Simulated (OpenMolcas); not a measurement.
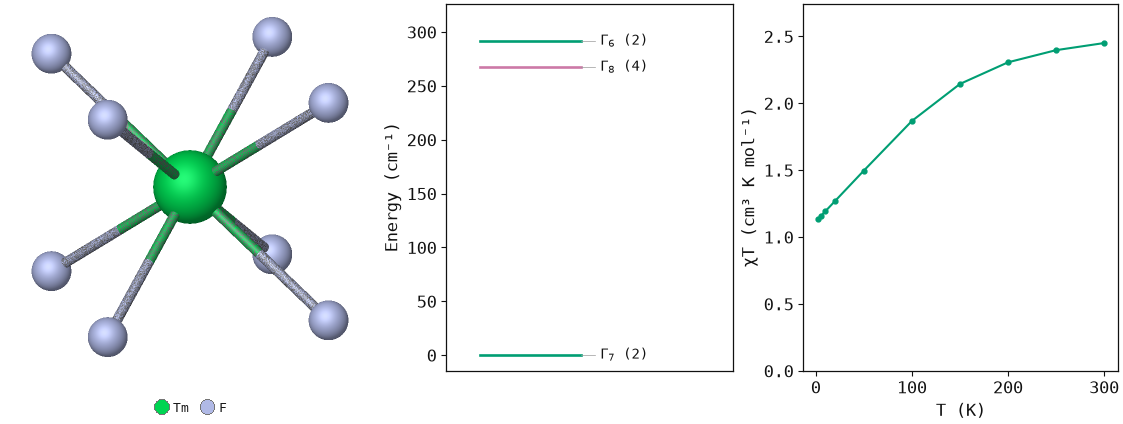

Tm²⁺ (4f¹³) as a dopant in BaF₂, a cluster with its 8 nearest F⁻ at 2.489 Å (cube) embedded in model potentials and point charges; the geometry was set, not optimised, and its levels and susceptibility. Labels give the representation in O, Td, D4 or D3 as the site allows (double group for half-integer spin) where it could be assigned and, in brackets, the degeneracy; spin-free states, where drawn, share the zero of the spin-orbit levels. Computed with OpenMolcas: state-averaged CASSCF, active space 13 electrons in the shell 4f, basis ANO-RCC-VDZP on all atoms, DKH2 scalar Hamiltonian, spin-orbit coupling by RASSI with atomic mean-field integrals. Powder susceptibility by Van Vleck's formula.

> Give the ground level and the first gap.

The ground level is Γ₇, a Kramers doublet, 100 % from states of spin multiplicity 2. Its principal g values are 3.45, 3.45 and 3.45, isotropic. The next level lies at 267 cm⁻¹ (Γ₈). The lowest J multiplet spreads over 291 cm⁻¹. χT is 1.13 cm³ K mol⁻¹ at 2 K and 2.45 at 300 K, an effective moment of 4.43 μB. The active orbitals hold 100 % metal character (Löwdin), and the Mulliken charge of the metal is +1.84.

Known limits: the geometry is set by hand, with no relaxation and no charge compensation.
